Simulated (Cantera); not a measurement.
Input: 1 mol C₃H₈, 0.075 mol H₂O, held at 9.00 Torr.

Equilibrium computed with Cantera from the NASA thermochemical tables; the gas is ideal and each condensed phase is pure. Candidate condensed phases: C, C₆H₆, C₇H₈, C₈H₁₈, H₂O; 110 gas species. Rates play no part.

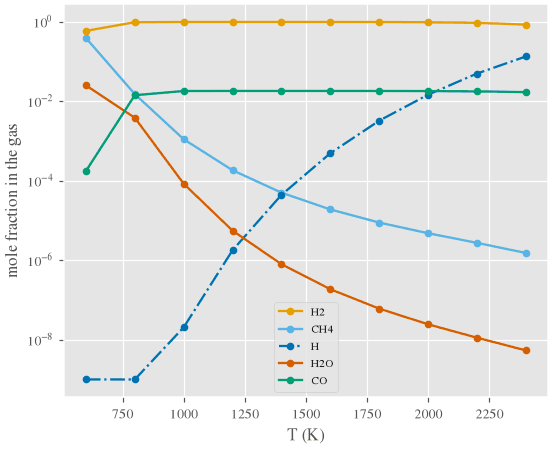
Figure. Equilibrium gas composition (values under 1e-9 drawn at 1e-9)

From 600 K to 2400 K the condensed part is C(graphite). The main C-bearing gas is CH₄ at 600 K and CO at 2400 K.
